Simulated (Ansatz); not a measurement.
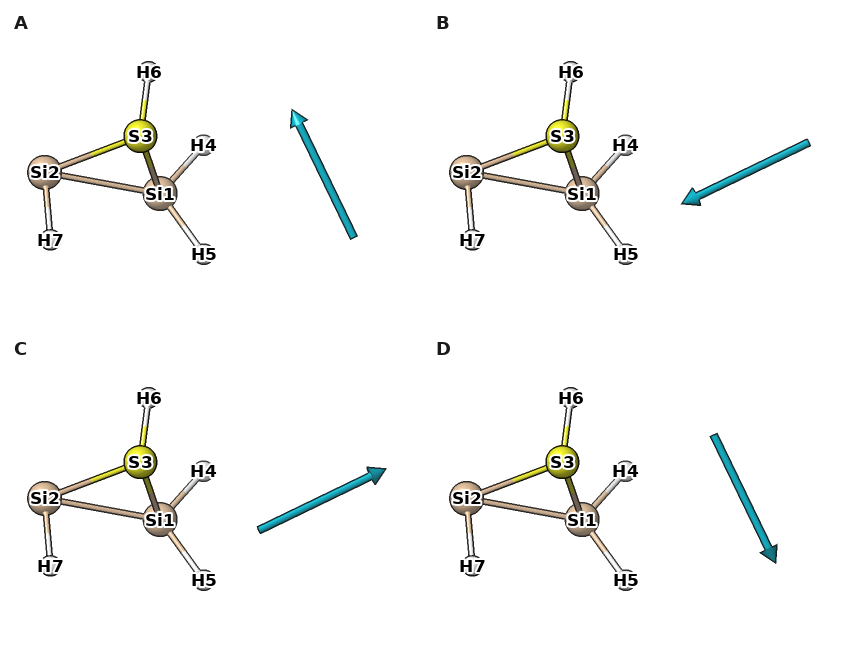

The same molecule four times, each with an arrow. The computed structure is the end point of a PBE0-D4/def2-TZVP optimisation. No frequency run is at hand to confirm it as a minimum. Method: RKS PBE0-D4/def2-TZVP (Ansatz 0.2.0).

> Which arrow points along the dipole moment, from the negative to the positive end?

C. The dipole moment is 1.53 D; it points from the side of H7 to the side of H4 (the outermost atoms at the two ends).
